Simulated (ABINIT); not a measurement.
# CaO (Fm-3m): G0W0 in ABINIT against the screening cutoff in the self-energy

Aim: move the screening cutoff in the self-energy of a G0W0 run on CaO (Fm-3m) over a wide range.

Program: ABINIT 10.8.3. Level of theory: PBE and many-body steps on it, plane waves. Results are calculated unless marked as measured.

## 1. The starting structure

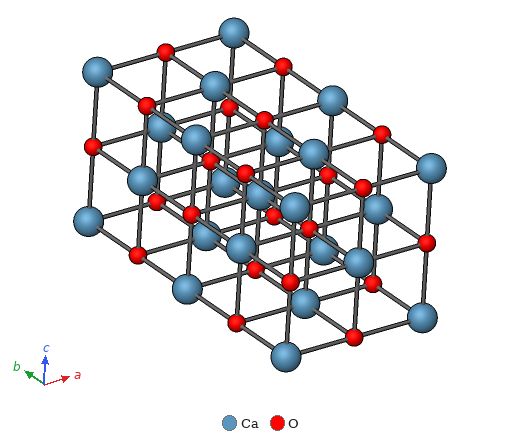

The cell as given, from a free direction (calcium blue, oxygen red). 1×2×1 cells are drawn. This picture shows the conventional cell, with its axes. Some periodic images of atoms are drawn too.

The cell and positions are those that the Materials Project relaxed with its own functionals (PBE, PBE+U or r2SCAN), kept fixed.

## 2. Screening, 4×4×4 mesh, 90 bands, screening to 217.7 eV

This step: ABINIT 10.8.3; RPA screening on PBE, plane waves, norm-conserving pseudopotentials.

The RPA dielectric matrix is built and inverted for each q.

Contents of run.abi:

```
acell 3*1.0 Angstrom
rprim 
  -0.000000000000 2.403555696000 2.403555696000
  2.403555696000 -0.000000000000 2.403555696000
  2.403555696000 2.403555696000 -0.000000000000
ntypat 2
znucl 20 8
natom 2
typat 1 2
xred 
  0.000000000000 0.000000000000 0.000000000000
  0.500000000000 0.500000000000 0.500000000000
pp_dirpath "pseudos"
pseudos "Ca.upf, O.upf"
ecut 36
ngkpt 4 4 4
nshiftk 1
shiftk 0 0 0
kptopt 1
chksymbreak 0
istwfk *1
occopt 1
irdwfk 1
optdriver 3
nband 90
ecuteps 8
inclvkb 2
awtr 1
symchi 1
indata_prefix "in"
outdata_prefix "out"
tmpdata_prefix "tmp"
```

On the command line:

```sh
> OMP_NUM_THREADS=1 mpirun -n 4 abinit run.abi > log
```

What it wrote:

```text
.Version 10.8.3 of ABINIT. v10.8.2 released Aug 2026.

 Symmetries : space group Fm -3 m (#225); Bravais cF (face-center cubic)
[... echo of the input left out ...]
== DATASET  1 ==================================================================
-   mpi_nproc: 4, omp_nthreads: 1 (-1 if OMP is not activated)

--- !DatasetInfo
iteration_state: {dtset: 1, }
dimensions: {natom: 2, nkpt: 8, mband: 90, nsppol: 1, nspinor: 1, nspden: 1, mpw: 1964, }
cutoff_energies: {ecut:  36.0, pawecutdg:  -1.0, }
electrons: {nelect:   1.60000000E+01, charge:   0.00000000E+00, occopt:   1.00000000E+00, tsmear:   1.00000000E-02, }

 SCREENING: Calculation of the susceptibility and dielectric matrices

 Based on a program developped by R.W. Godby, V. Olevano, G. Onida, and L. Reining.
 Incorporated in ABINIT by V. Olevano, G.-M. Rignanese, and M. Torrent.
.Using double precision arithmetic ; gwpc =  8

[... cell and pseudopotentials left out ...]
--------------------------------------------------------------------------------

 ==== K-mesh for the wavefunctions ====
 Number of points in the irreducible wedge :     8
[... list of points left out ...]
 Together with 48 symmetry operations and time-reversal symmetry
 yields    64 points in the full Brillouin Zone.

 ==== Q-mesh for the screening function ====
 Number of points in the irreducible wedge :     8
[... list of points left out ...]
 Together with 48 symmetry operations and time-reversal symmetry
 yields    64 points in the full Brillouin Zone.

 setmesh: FFT mesh size selected  =    25x   25x   25
          total number of points  =        15625

 vcoul_init : cutoff-mode = AUXILIARY_FUNCTION
 q-points for optical limit:   1
     1)      0.000010    0.000020    0.000030

- screening: taking advantage of time-reversal symmetry
- Maximum band index for partially occupied states nbvw = 8
- Remaining bands to be divided among processors   nbcw = 82
- Number of bands treated by each node ~20

 Number of electrons calculated from density =   16.0000; Expected =   16.0000
 average of density, n =  0.085375
 r_s =    1.4088
 omega_plasma =   28.1852 [eV]

 calculating chi0 at frequencies [eV] :
  1    0.000000E+00    0.000000E+00
  2    0.000000E+00    2.818519E+01

--------------------------------------------------------------------------------
  q-point number  1        q = ( 0.000000, 0.000000, 0.000000) [r.l.u.]
--------------------------------------------------------------------------------
[... chi0 elements left out ...]
 For q-point:  0.000010 0.000020 0.000030
  dielectric constant =   3.6697
  dielectric constant without local fields =   4.0281

  Average fulfillment of the sum rule on Im[epsilon] for q-point    1 :     70.45  [%]
[... wings left out ...]
  q-point number  2        q = ( 0.250000, 0.000000, 0.000000) [r.l.u.]
--------------------------------------------------------------------------------
[... chi0 elements left out ...]
  Average fulfillment of the sum rule on Im[epsilon] for q-point    2 :     79.74  [%]

 [... 6 further q-points ...]
```

Elapsed: 9.1 s, on 4 MPI ranks of Arm Neoverse V2, shared host; peak memory 0.55 GiB; 36 s of CPU time.

Numbers from this step:

- ε∞ with local fields, on this mesh, along the program's q direction: 3.670
- the same without local fields: 4.028
- plasma frequency: 28.19 eV
- plane waves in the screening matrix: 181

Local fields lower ε∞ by 9 %. On a Γ-centred mesh this coarse the value itself is usually too large, while a short band sum pulls it down.

## 3. 0.8 Ha

This step: G0W0 on PBE, plane waves, norm-conserving pseudopotentials.

run.abi, as its differences from that of step 2:

```diff
@@ -23,8 +23,17 @@
 irdwfk 1
-optdriver 3
+optdriver 4
 nband 90
-ecuteps 8
-inclvkb 2
-awtr 1
-symchi 1
+gwcalctyp 0
+ecutsigx 36
+symsigma 1
+nkptgw 2
+kptgw 
+  0.0000000000 0.0000000000 0.0000000000
+  0.5000000000 0.5000000000 0.0000000000
+bdgw 
+  6 12
+  7 10
+ecuteps 0.8
+irdscr 1
+ppmodel 1
 indata_prefix "in"
```

What it wrote:

```text
.Version 10.8.3 of ABINIT. v10.8.2 released Aug 2026.

 Symmetries : space group Fm -3 m (#225); Bravais cF (face-center cubic)
[... echo of the input left out ...]
== DATASET  1 ==================================================================
-   mpi_nproc: 4, omp_nthreads: 1 (-1 if OMP is not activated)

--- !DatasetInfo
iteration_state: {dtset: 1, }
dimensions: {natom: 2, nkpt: 8, mband: 90, nsppol: 1, nspinor: 1, nspden: 1, mpw: 1964, }
cutoff_energies: {ecut:  36.0, pawecutdg:  -1.0, }
electrons: {nelect:   1.60000000E+01, charge:   0.00000000E+00, occopt:   1.00000000E+00, tsmear:   1.00000000E-02, }

 SIGMA: Calculation of the GW corrections

 Based on a program developped by R.W. Godby, V. Olevano, G. Onida, and L. Reining.
 Incorporated in ABINIT by V. Olevano, G.-M. Rignanese, and M. Torrent.
.Using double precision arithmetic ; gwpc =  8

[... cell and pseudopotentials left out ...]
--------------------------------------------------------------------------------

 ==== K-mesh for the wavefunctions ====
 Number of points in the irreducible wedge :     8
[... list of points left out ...]
 Together with 48 symmetry operations and time-reversal symmetry
 yields    64 points in the full Brillouin Zone.

 ==== Q-mesh for screening function ====
 Number of points in the irreducible wedge :     8
[... list of points left out ...]
 Together with 48 symmetry operations and time-reversal symmetry
 yields    64 points in the full Brillouin Zone.

 vcoul_init : cutoff-mode = AUXILIARY_FUNCTION
 q-points for optical limit:   1
     1)      0.000010    0.000020    0.000030
 setmesh: FFT mesh size selected  =    36x   36x   36
          total number of points  =        46656

 Number of electrons calculated from density =   16.0000; Expected =   16.0000
 average of density, n =  0.085375
 r_s =    1.4088
 omega_plasma =   28.1852 [eV]

 === KS Band Gaps ===
  >>>> For spin  1
   Minimum direct gap =   4.0354 [eV], located at k-point      :   0.5000  0.5000  0.0000
   Fundamental gap    =   3.6617 [eV], Top of valence bands at :   0.0000  0.0000  0.0000
                                       Bottom of conduction at :   0.5000  0.5000  0.0000
 SIGMA fundamental parameters:
 PLASMON POLE MODEL  1
 number of plane-waves for SigmaX                 1917
 number of plane-waves for SigmaC and W              9
 number of plane-waves for wavefunctions          1917
 number of bands                                    90
 number of independent spin polarizations            1
 number of spinorial components                      1
 number of k-points in IBZ                           8
 number of q-points in IBZ                           8
 number of symmetry operations                      48
 number of k-points in BZ                           64
 number of q-points in BZ                           64
 number of frequencies for dSigma/dE                 9
 frequency step for dSigma/dE [eV]                0.25
 number of omega for Sigma on real axis              0
 max omega for Sigma on real axis  [eV]           0.00
 zcut for avoiding poles [eV]                     0.10

 EPSILON^-1 parameters (SCR file):
 dimension of the eps^-1 matrix on file            181
 dimension of the eps^-1 matrix used                 9
 number of plane-waves for wavefunctions          1917
 number of bands                                    90
 number of q-points in IBZ                           8
 number of frequencies                               2
 number of real frequencies                          1
 number of imag frequencies                          1

 matrix elements of self-energy operator (all in [eV])

 Perturbative Calculation

--- !SelfEnergy_ee
iteration_state: {dtset: 1, }
kpoint     : [   0.000,    0.000,    0.000, ]
spin       : 1
KS_gap     :    4.745
QP_gap     :    6.996
Delta_QP_KS:    2.252
data: !SigmaeeData |
     Band     E0 <VxcDFT>   SigX SigC(E0)      Z dSigC/dE  Sig(E)    E-E0       E
        6   5.095 -19.399 -24.614   3.465   0.844  -0.185 -20.876  -1.477   3.618
        7   5.095 -19.399 -24.614   3.465   0.844  -0.185 -20.876  -1.477   3.618
        8   5.095 -19.399 -24.614   3.465   0.844  -0.185 -20.876  -1.477   3.618
        9   9.840 -10.909  -6.359  -3.654   0.865  -0.157 -10.135   0.775  10.614
       10  11.332 -13.905  -6.986  -4.132   0.858  -0.166 -11.514   2.392  13.724
       11  11.332 -13.905  -6.986  -4.132   0.858  -0.166 -11.514   2.392  13.724
       12  11.332 -13.905  -6.986  -4.132   0.858  -0.166 -11.514   2.392  13.724

--- !SelfEnergy_ee
iteration_state: {dtset: 1, }
kpoint     : [   0.500,    0.500,    0.000, ]
spin       : 1
KS_gap     :    4.035
QP_gap     :    7.162
Delta_QP_KS:    3.127
data: !SigmaeeData |
     Band     E0 <VxcDFT>   SigX SigC(E0)      Z dSigC/dE  Sig(E)    E-E0       E
        7   4.721 -18.930 -24.281   3.503   0.842  -0.187 -20.487  -1.557   3.165
        8   4.721 -18.930 -24.281   3.503   0.842  -0.187 -20.487  -1.557   3.165
        9   8.757 -11.435  -5.853  -3.764   0.864  -0.158  -9.865   1.570  10.327
       10  13.145 -16.134  -8.827  -4.085   0.856  -0.168 -13.376   2.758  15.903

== END DATASET(S) ==============================================================
================================================================================

 -outvars: echo values of variables after computation  --------
           etotal      0.0000000000E+00
            nband          90
             nkpt           8
          spgroup         225
 [... the other variables as echoed above ...]

 Calculation completed.
```

It took 2.3 s on 4 MPI ranks; peak memory 0.13 GiB; 8.8 s of CPU time.

This step gave:

* G0W0 gap on the points computed: 6.709 eV
* starting gap on the mesh: 3.662 eV
* k of the valence top: 0, 0, 0
* k of the conduction bottom: 0.5, 0.5, 0
* Z at the valence top: 0.844
* Z at the conduction bottom: 0.864
* least direct G0W0 gap on the computed points: 6.996 eV

## 4. 1.6 Ha

run.abi, as its differences from that of step 3:

```diff
@@ -35,3 +35,3 @@
   7 10
-ecuteps 0.8
+ecuteps 1.6
 irdscr 1
```

What it wrote:

```text
.Version 10.8.3 of ABINIT. v10.8.2 released Aug 2026.

 Symmetries : space group Fm -3 m (#225); Bravais cF (face-center cubic)
[... echo of the input left out ...]
== DATASET  1 ==================================================================
-   mpi_nproc: 4, omp_nthreads: 1 (-1 if OMP is not activated)

--- !DatasetInfo
iteration_state: {dtset: 1, }
dimensions: {natom: 2, nkpt: 8, mband: 90, nsppol: 1, nspinor: 1, nspden: 1, mpw: 1964, }
cutoff_energies: {ecut:  36.0, pawecutdg:  -1.0, }
electrons: {nelect:   1.60000000E+01, charge:   0.00000000E+00, occopt:   1.00000000E+00, tsmear:   1.00000000E-02, }

 SIGMA: Calculation of the GW corrections

 Based on a program developped by R.W. Godby, V. Olevano, G. Onida, and L. Reining.
 Incorporated in ABINIT by V. Olevano, G.-M. Rignanese, and M. Torrent.
.Using double precision arithmetic ; gwpc =  8

[... cell and pseudopotentials left out ...]
--------------------------------------------------------------------------------

 ==== K-mesh for the wavefunctions ====
 Number of points in the irreducible wedge :     8
[... list of points left out ...]
 Together with 48 symmetry operations and time-reversal symmetry
 yields    64 points in the full Brillouin Zone.

 ==== Q-mesh for screening function ====
 Number of points in the irreducible wedge :     8
[... list of points left out ...]
 Together with 48 symmetry operations and time-reversal symmetry
 yields    64 points in the full Brillouin Zone.

 vcoul_init : cutoff-mode = AUXILIARY_FUNCTION
 q-points for optical limit:   1
     1)      0.000010    0.000020    0.000030
 setmesh: FFT mesh size selected  =    36x   36x   36
          total number of points  =        46656

 Number of electrons calculated from density =   16.0000; Expected =   16.0000
[...]
number of omega for Sigma on real axis              0
 max omega for Sigma on real axis  [eV]           0.00
 zcut for avoiding poles [eV]                     0.10

 EPSILON^-1 parameters (SCR file):
 dimension of the eps^-1 matrix on file            181
 dimension of the eps^-1 matrix used                15
 number of plane-waves for wavefunctions          1917
 number of bands                                    90
 number of q-points in IBZ                           8
 number of frequencies                               2
 number of real frequencies                          1
 number of imag frequencies                          1

 matrix elements of self-energy operator (all in [eV])

 Perturbative Calculation

--- !SelfEnergy_ee
iteration_state: {dtset: 1, }
kpoint     : [   0.000,    0.000,    0.000, ]
spin       : 1
KS_gap     :    4.745
QP_gap     :    6.272
Delta_QP_KS:    1.528
data: !SigmaeeData |
     Band     E0 <VxcDFT>   SigX SigC(E0)      Z dSigC/dE  Sig(E)    E-E0       E
        6   5.095 -19.399 -24.614   3.887   0.819  -0.221 -20.486  -1.088   4.007
        7   5.095 -19.399 -24.614   3.887   0.819  -0.221 -20.486  -1.088   4.007
        8   5.095 -19.399 -24.614   3.887   0.819  -0.221 -20.486  -1.088   4.007
[...]
--- !SelfEnergy_ee
iteration_state: {dtset: 1, }
kpoint     : [   0.500,    0.500,    0.000, ]
spin       : 1
KS_gap     :    4.035
QP_gap     :    6.564
Delta_QP_KS:    2.529
data: !SigmaeeData |
     Band     E0 <VxcDFT>   SigX SigC(E0)      Z dSigC/dE  Sig(E)    E-E0       E
[...]
9   8.757 -11.435  -5.853  -4.018   0.857  -0.167 -10.094   1.341  10.097
       10  13.145 -16.134  -8.827  -4.452   0.851  -0.175 -13.705   2.429  15.574

== END DATASET(S) ==============================================================
================================================================================

 -outvars: echo values of variables after computation  --------
           etotal      0.0000000000E+00
            nband          90
             nkpt           8
          spgroup         225
 [... the other variables as echoed above ...]

 Calculation completed.
```

Wall time 2.6 s (4 MPI ranks); peak memory 0.13 GiB.

This step gave:

```yaml
g0w0_gap_on_the_points_computed: 6.09 eV
starting_gap_on_the_mesh: 3.662 eV
k_of_the_valence_top: 0, 0, 0
k_of_the_conduction_bottom: 0.5, 0.5, 0
z_at_the_valence_top: 0.819
z_at_the_conduction_bottom: 0.857
least_direct_g0w0_gap_on_the_computed_points: 6.273 eV
```

## 5. 2.8 Ha

The self-energy is evaluated for the states that the input lists, and the levels follow from it, in one-shot runs by the linearised quasiparticle equation.

run.abi, as its differences from that of step 4:

```diff
@@ -35,3 +35,3 @@
   7 10
-ecuteps 1.6
+ecuteps 2.8
 irdscr 1
```

What it wrote:

```text
.Version 10.8.3 of ABINIT. v10.8.2 released Aug 2026.

 Symmetries : space group Fm -3 m (#225); Bravais cF (face-center cubic)
[... echo of the input left out ...]
== DATASET  1 ==================================================================
-   mpi_nproc: 4, omp_nthreads: 1 (-1 if OMP is not activated)

--- !DatasetInfo
iteration_state: {dtset: 1, }
dimensions: {natom: 2, nkpt: 8, mband: 90, nsppol: 1, nspinor: 1, nspden: 1, mpw: 1964, }
cutoff_energies: {ecut:  36.0, pawecutdg:  -1.0, }
[...]
Band     E0 <VxcDFT>   SigX SigC(E0)      Z dSigC/dE  Sig(E)    E-E0       E
[...]
9   8.757 -11.435  -5.853  -4.131   0.853  -0.173 -10.198   1.237   9.994
       10  13.145 -16.134  -8.827  -4.671   0.842  -0.188 -13.916   2.219  15.364

== END DATASET(S) ==============================================================
================================================================================

 -outvars: echo values of variables after computation  --------
           etotal      0.0000000000E+00
            nband          90
             nkpt           8
          spgroup         225
 [... the other variables as echoed above ...]

 Calculation completed.
```

Elapsed: 2.9 s, on 4 MPI ranks; peak memory 0.13 GiB; 11 s of CPU time.

This step gave:

```yaml
g0w0_gap_on_the_points_computed: 5.723 eV
starting_gap_on_the_mesh: 3.662 eV
k_of_the_valence_top: 0, 0, 0
k_of_the_conduction_bottom: 0.5, 0.5, 0
least_direct_g0w0_gap_on_the_computed_points: 6.055 eV
```

The gap on the mesh goes from 3.66 eV to 5.72 eV, a correction of +2.06 eV.

(Continued in part 2 of 2.)

[Paths, hosts, dates, memory and timing lines, banners, echoed tables and standing remarks are left out of the program output.]

[Logs are printed without paths, hosts, clocks, repeated set-up lines and the standing remarks that a program may print on its own settings, such as how far it seeks lower states.]

[Runs of the session that timed out or met a known fault of the program may be left out.]

[Hosts, paths, dates, database ids (printed as entryN), source tags and the programs' standing remarks are cut or masked in the printed files.]

[G0W0 gaps are taken among the corrected bands and points alone; a level outside them can change the order at an edge.]

[Where Ansatz stands beside ABINIT at settings called matched, ABINIT's density can come from a denser mesh and the files from another edition; pairs whose starting gaps differed by over 0.03 eV were left out, so agreement reads better than it is.]
